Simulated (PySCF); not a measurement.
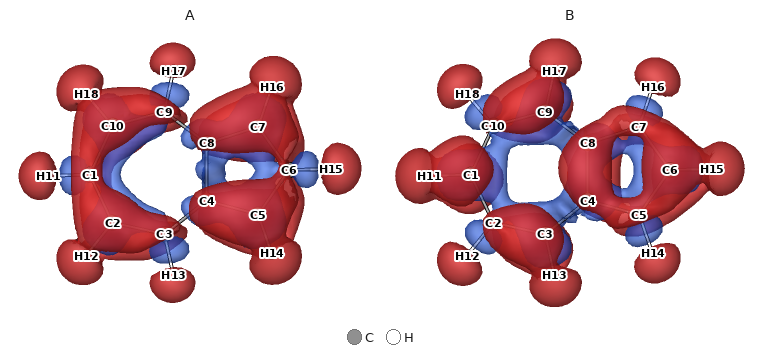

*C$_{10}$H$_{8}$, SMILES `c1ccc2cccc2cc1`. The two Fukui functions at ±0.01 e/Å³ (red positive, blue negative).*

PySCF calculation, PBE/6-31G*, gas phase; geometry: GFN2-xTB. This is a single-reference result, which may miss multireference character in this system. No frequency check shows the geometry to be a minimum.

Which panel is f⁻ (electron removed) and which f⁺ (electron added)?

A is f⁻, B is f⁺. f⁻ (Hirshfeld-condensed) is largest on C5 and C7 (0.12 each) and C2 and C10 (0.09 each); the vertical ionisation energy is 7.11 eV (the stability of the cation's solution wasn't checked). f⁺ (Hirshfeld-condensed) is largest on C1 (0.10), C6 (0.09) and C3 and C9 (0.08 each); the vertical electron affinity is −0.07 eV (the stability of the anion's solution wasn't checked; negative, but this basis has no diffuse functions, so it doesn't show that the anion is unbound).

What chemical potential and hardness follow from the two energies?

μ = −(I + A)/2 = −3.52 eV and η = I − A = 7.18 eV.

Cost of the run: 3.3 min on 1 thread of Arm Neoverse V2, on a shared host, peak memory 0.65 GiB.
